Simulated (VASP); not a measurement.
Band structure of Hf (hcp). Level of theory: PBE GGA with D3 dispersion (Becke-Johnson damping), VASP's PBE PAW potentials (set 64) (plane waves; VASP).

Unless said otherwise, spin-orbit coupling is left out, though it shifts the bands of the heavy elements here.

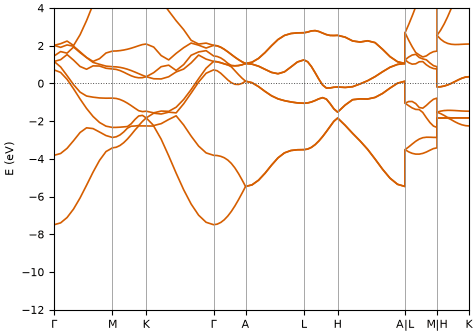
Figure. Bands along high-symmetry lines, zero at the valence-band maximum or, without a gap, the Fermi level

**Question.** Read the plot: is there a gap, and where are the band edges?

**Answer.** It has no gap at this level: it comes out as a metal or semimetal. (Edges off the drawn lines would not show.)

The compound is Hf in the hcp structure. It was relaxed first.
